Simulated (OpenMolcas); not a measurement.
# triplet AlH: levels of theory compared

Aim: a comparison of 6 runs (ROHF/6-311G, U-r2SCAN/6-311G, UM06-2X/6-311G, UPBE0/6-311G, ROMP2/6-311G, ROCCSD(T)/6-311G) of triplet AlH. 

Program for the calculation: OpenMolcas 26.06.

### Step 1. Starting point

AlH: 2 atoms, total charge 0, spin state triplet. SMILES of the parent species: `[AlH]`. Geometry: a GFN2-xTB relaxation, a rough one for these elements and not checked as a minimum. That shape belongs to the parent species and isn't relaxed for this state.

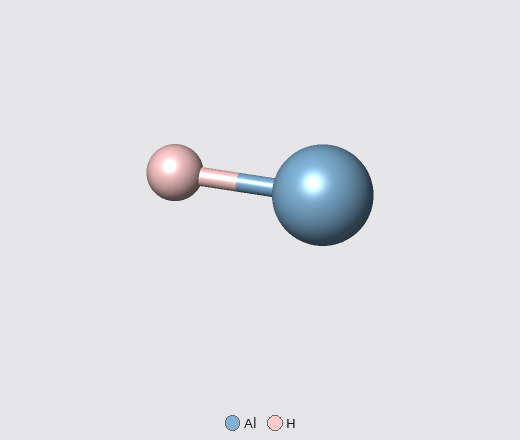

The structure, seen from a chosen angle (aluminium light blue, hydrogen pink).

### Step 2. A single-point energy at ROHF/6-311G (run 1)

Contents of step1.input:

```
>>> EXPORT MOLCAS_PRINT=2

&GATEWAY
 BasLib
 $CurrDir
 BasisSet
 Al.6-311G....
 Al1 0.000000 0.000000 0.000000 angstrom
 End of Basis
 BasisSet
 H.6-311G....
 H2 0.000000 0.000000 1.613470 angstrom
 End of Basis

&SEWARD

&SCF
 UHF
 Spin
 3
 PrOrbitals
 1 1

&RASSCF
 FileOrb
 $Project.UnaOrb
 Spin
 3
 Nactel
 2 0 0
 Inactive
 6
 Ras2
 2
 OutOrbitals
 Canonical
 OrbListing
 Nothing
```

The basis set 6-311G is read from a file made from the Basis Set Exchange's data (not shown).

Run with:

```
$ export MOLCAS_MEM=1860
$ pymolcas step1.input > step1.log
```

The program printed:

```text
--- Start Module: gateway ---

                                              &GATEWAY

                       available to each process: 1.9 GB of memory, 1 thread

 Basis Set     1 Label: AL.6-311G....
 Basis set is read from library:.
 basistype.tbl is not found

 Basis Set     2 Label: H.6-311G....
 Basis set is read from library:.
 basistype.tbl is not found

++    Symmetry information:
      ---------------------

                    Character Table for C1

                             E
                    a        1  x, y, xy, Rz, z, xz, Ry, yz, Rx, I
--

++    Basis set information:
      ----------------------

      Basis set label: AL.6-311G.........

[... 149 lines left out ...]
       Convergence after  22 Iterations
[... 101 lines left out ...]
      Dipole Moment (debye):
[... 110 lines left out ...]
      Convergence after  8 iterations
[... 12 lines left out ...]
      conf/sym  11     Coeff  Weight
[... 13 lines left out ...]
      RASSCF energy for state  1                   -242.40172282
[... 42 lines left out ...]
      Dipole Moment (debye):
[... 11 lines left out ...]
      Mulliken spin population analysis for root number:  1
      ---------------------------------------------------

++    Molecular charges:
      ------------------

      Mulliken spin population per centre
      ---------------------------

                AL1     H2
      Total    1.9059  0.0941

      Total electronic spin=    2.000000
--

      Canonical orbitals are written to the RASORB file
      Natural orbitals for root   1 are written to the RASORB.1 file
      Spin density orbitals for root   1 are written to the SPDORB.1 file

--- Stop Module: rasscf /rc=_RC_ALL_IS_WELL_ ---

.##################.
.# Happy landing! #.
.##################.

    Timing: Wall=2.91 User=2.34 System=0.46
```

It took 3.3 s on 1 thread of Intel Xeon Platinum 8488C (Sapphire Rapids), shared host; peak memory 0.37 GiB.

### Step 3. The energy at U-r2SCAN/6-311G (run 2)

Contents of run.inp:

```
&GATEWAY
  BasLib=$CurrDir
  BasisSet
  Al.6-311G....
  Al1 0.000000 0.000000 0.000000 angstrom
  End of Basis
  BasisSet
  H.6-311G....
  H2 0.000000 0.000000 1.613470 angstrom
  End of Basis

&SEWARD
  GridInput
  Grid=UltraFine
  End of Grid

&SCF
  UHF
  Spin=3
  KSDFT=2
  1.0 MGGA_X_R2SCAN
  1.0 MGGA_C_R2SCAN
  Thresholds=1e-10 1e-07 1e-07 1e-05
  PrOrbitals=1 1
```

The basis set 6-311G is read from a file made from the Basis Set Exchange's data (not shown).

Run with:

```
$ export MOLCAS_MEM=1860
$ pymolcas run.inp > run.log
```

The program printed:

```text
--- Start Module: gateway ---

                                              &GATEWAY

                       available to each process: 1.9 GB of memory, 1 thread

 Basis Set     1 Label: AL.6-311G....
 Basis set is read from library:.
 basistype.tbl is not found

 Basis Set     2 Label: H.6-311G....
 Basis set is read from library:.
 basistype.tbl is not found

++    Symmetry information:
      ---------------------

                    Character Table for C1

                             E
                    a        1  x, y, xy, Rz, z, xz, Ry, yz, Rx, I
--

++    Basis set information:
      ----------------------

      Basis set label: AL.6-311G.........

[... 83 lines left out ...]
      Nuclear repulsion energy =    4.26367006
[... 61 lines left out ...]
                               UHF [...]      iterations: Energy and convergence statistics
[... 26 lines left out ...]
 *                                             SCF/KS-DFT Program, Final results                                             *
[... 74 lines left out ...]
      Title: Natural orbitals
[... 17 lines left out ...]
++    Molecular properties:
      ---------------------

      Charge (e):
                      =   -0.0000
      Dipole Moment (debye):
      Origin of the operator (angstrom)=    0.0000    0.0000    0.0581
                   X=  5.7310E-16               Y=  8.4985E-16               Z= -7.7451E-01           Total=  7.7451E-01
      Quadrupole Moment (debye*angstrom):
      Origin of the operator (angstrom)=    0.0000    0.0000    0.0581
                  XX= -1.2433E+01              XY= -1.6749E+00              XZ=  4.7824E-16              YY= -1.8244E+01
                  YZ= -1.2272E-15              ZZ= -1.5833E+01
      In traceless form (debye*angstrom)
                  XX=  4.6056E+00              XY= -2.5123E+00              XZ=  7.1736E-16              YY= -4.1108E+00
                  YZ= -1.8409E-15              ZZ= -4.9479E-01
--

--- Stop Module: scf /rc=_RC_ALL_IS_WELL_ ---
--- Module scf spent 7 seconds ---

.##################.
.# Happy landing! #.
.##################.

    Timing: Wall=8.57 User=7.67 System=0.86
```

Wall time 9 s (1 thread of Intel Xeon Platinum 8488C (Sapphire Rapids), shared host); peak memory 0.37 GiB.

### Step 4. A single-point energy at UM06-2X/6-311G (run 3)

Contents of run.input:

```
&GATEWAY
  BASLIB
  $CurrDir
  BASISSET
  Al.6-311G....
  Al1 0.000000 0.000000 0.000000 angstrom
  End of Basis
  BASISSET
  H.6-311G....
  H2 0.000000 0.000000 1.613470 angstrom
  End of Basis

&SEWARD
  GRIDINPUT
  Grid=UltraFine
  End of Grid

&SCF
  UHF
  SPIN
  3
  KSDFT
  M062X
  THRESHOLDS
  1e-10 1e-07 1e-07 1e-05
  PRORBITALS
  1 1
```

The basis set 6-311G is read from a file made from the Basis Set Exchange's data (not shown).

Run with:

```
$ export MOLCAS_MEM=1860
$ pymolcas run.input > run.log
```

The program printed:

```text
--- Start Module: gateway ---

                                              &GATEWAY

                       available to each process: 1.9 GB of memory, 1 thread

 Basis Set     1 Label: AL.6-311G....
 Basis set is read from library:.
 basistype.tbl is not found

 Basis Set     2 Label: H.6-311G....
 Basis set is read from library:.
 basistype.tbl is not found

++    Symmetry information:
      ---------------------

                    Character Table for C1

                             E
                    a        1  x, y, xy, Rz, z, xz, Ry, yz, Rx, I
--

++    Basis set information:
      ----------------------

      Basis set label: AL.6-311G.........

[... 83 lines left out ...]
      Nuclear repulsion energy =    4.26367006
[... 66 lines left out ...]
                               UHF M062X      iterations: Energy and convergence statistics
[... 56 lines left out ...]
 *                                             SCF/KS-DFT Program, Final results                                             *
[... 74 lines left out ...]
      Title: Natural orbitals
[... 17 lines left out ...]
++    Molecular properties:
      ---------------------

      Charge (e):
                      =   -0.0000
      Dipole Moment (debye):
      Origin of the operator (angstrom)=    0.0000    0.0000    0.0581
                   X=  3.6351E-12               Y=  3.4748E-12               Z= -7.8573E-01           Total=  7.8573E-01
      Quadrupole Moment (debye*angstrom):
      Origin of the operator (angstrom)=    0.0000    0.0000    0.0581
                  XX= -1.5339E+01              XY=  3.3821E+00              XZ= -2.5426E-12              YY= -1.5339E+01
                  YZ= -8.1733E-12              ZZ= -1.5769E+01
      In traceless form (debye*angstrom)
                  XX=  2.1521E-01              XY=  5.0732E+00              XZ= -3.8140E-12              YY=  2.1521E-01
                  YZ= -1.2260E-11              ZZ= -4.3042E-01
--

--- Stop Module: scf /rc=_RC_ALL_IS_WELL_ ---
--- Module scf spent 13 seconds ---

.##################.
.# Happy landing! #.
.##################.

    Timing: Wall=14.85 User=13.48 System=1.32
```

It took 15 s on 1 thread of Intel Xeon Platinum 8488C (Sapphire Rapids), shared host; peak memory 0.37 GiB.

Runs 4 to 5 aren't shown in full; the table further down has their settings and results.

### Step 5. The energy at ROCCSD(T)/6-311G (run 6)

Contents of run.input:

```
>>> EXPORT MOLCAS_PRINT=2

&GATEWAY
  BasLib=$CurrDir
  BasisSet
  Al.6-311G....
  Al1 0.000000 0.000000 0.000000 angstrom
  End of Basis
  BasisSet
  H.6-311G....
  H2 0.000000 0.000000 1.613470 angstrom
  End of Basis

&SEWARD

&SCF
  UHF
  Spin=3
  Thresholds=1e-10 1e-07 1e-07 1e-05
  PrOrbitals=1 1

&RASSCF
  FileOrb=$Project.UnaOrb
  Spin=3
  Nactel=2 0 0
  Inactive=6
  Ras2=2
  OutOrbitals=Canonical
  OrbListing=Nothing

&MOTRA
  JobIph
  Frozen=5

&CCSDT
  CCT
  Triples=3
  Iterations=80
  Accuracy=1e-08
  Extrapolation=5 4
```

The basis set 6-311G is read from a file made from the Basis Set Exchange's data (not shown).

Run with:

```
$ export MOLCAS_MEM=1860
$ pymolcas run.input > run.log
```

The program printed:

```text
--- Start Module: gateway ---

                                              &GATEWAY

                       available to each process: 1.9 GB of memory, 1 thread

 Basis Set     1 Label: AL.6-311G....
 Basis set is read from library:.
 basistype.tbl is not found

 Basis Set     2 Label: H.6-311G....
 Basis set is read from library:.
 basistype.tbl is not found

++    Symmetry information:
      ---------------------

                    Character Table for C1

                             E
                    a        1  x, y, xy, Rz, z, xz, Ry, yz, Rx, I
--

++    Basis set information:
      ----------------------

      Basis set label: AL.6-311G.........

[... 155 lines left out ...]
 *                                             SCF/KS-DFT Program, Final results                                             *
[... 189 lines left out ...]
      Title:UHF natural orbitals
[... 29 lines left out ...]
      energy=    -242.401723
[... 14 lines left out ...]
      RASSCF energy for state  1                   -242.40172282
[... 70 lines left out ...]
      Natural orbitals for root   1 are written to the RASORB.1 file
[... 115 lines left out ...]
      energy convergence criterium                0.00000001000000
[... 30 lines left out ...]
      Reference energy    :      -242.4017228229177
[... 78 lines left out ...]
  Work space requirements :                31716
  Allocation of work space : Done
       CCSD     =      -242.4323914350349
       T3 corr. =        -0.0004281449687
       CCSD + T3=      -242.4328195800036
  T3 energy decomposition into spin parts
  Eaaa =  -3.5548430690085009E-006
  Eaab =  -4.2459012559055399E-004
  Eabb =   0.0000000000000000
  Ebbb =   0.0000000000000000

      Happy Landing!

--- Stop Module: ccsdt /rc=_RC_ALL_IS_WELL_ ---

.##################.
.# Happy landing! #.
.##################.

    Timing: Wall=3.23 User=2.35 System=0.50
```

Run time: 3.6 s. Hardware: 1 thread of Intel Xeon Platinum 8488C (Sapphire Rapids), shared host; peak memory 0.37 GiB.

### Step 6. All runs side by side

| run | level | integration grid | SCF convergence threshold | frozen core orbitals | energy (Eh) | dipole moment (D) | wall time |
| --- | --- | --- | --- | --- | --- | --- | --- |
| 1 | ROHF/6-311G | – | – | – | -242.401723 | 1.19 | 3.3 s |
| 2 | U-r2SCAN/6-311G | UltraFine | 1e-10 | – | -242.878812 | 0.77 | 9 s |
| 3 | UM06-2X/6-311G | UltraFine | 1e-10 | – | -242.880018 | 0.79 | 15 s |
| 4 | UPBE0/6-311G | UltraFine | 1e-10 | – | -242.791166 | 0.70 | 6.9 s |
| 5 | ROMP2/6-311G | – | 1e-10 | 5 | -242.422848 | – | 3.9 s |
| 6 | ROCCSD(T)/6-311G | – | 1e-10 | 5 | -242.432820 | – | 3.6 s |

### Step 7. Summary of results

```
             quantity          value
  run 6: total energy  -242.43282 Eh
run 6: (T) correction      -0.43 mEh
```

Among the runs that give it from their own density at one geometry, the dipole moment runs from 0.70 D (UPBE0/6-311G) to 1.19 D (ROHF/6-311G). Totals of different functionals can't be ranked against each other. All runs together took 42 s, the longest 15 s.
